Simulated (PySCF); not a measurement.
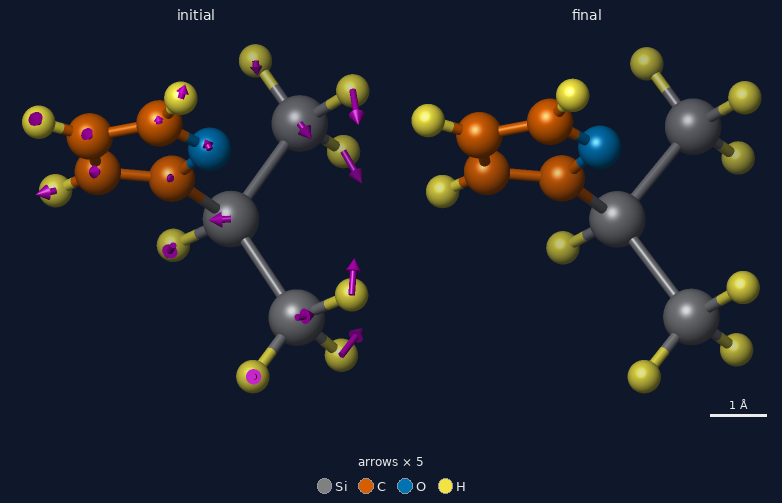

The structure of C$_{4}$H$_{10}$OSi$_{3}$ before (left) and after (right) a relaxation, at one scale. The purple arrows give the displacements, 5 times their true length.

A ball-and-stick model, seen from a free direction.

The start comes from GFN2-xTB. Its atoms were then displaced at random by about 0.01 Å.

The calculation used PBE0-D3(BJ)/def2-SVP geometry optimisation, gas phase in PySCF 2.14.0, density-fitted response routines. 

### What changed between the two?

The atom that moves furthest after the best rigid fit is an H atom (0.17 Å). Largest moves by element: H 0.17 Å, Si 0.09 Å, C 0.05 Å, O 0.04 Å. Near-neighbour distances that change, for instance: Si–Si 2.300 → 2.347 Å, C–Si 1.916 → 1.871 Å, C–H 1.047 → 1.088 Å, H–Si 1.461 → 1.495 Å. Among the angles between lasting bonds that change: Si–Si–Si 116.9° → 109.9°, Si–Si–H 116.3° → 110.8°, C–Si–H 101.5° → 106.9°. Over 7 geometry steps the energy falls by 23.8 kJ/mol. Cost: 3.6 min on 1 thread of Arm Neoverse N1, with other jobs on the host.
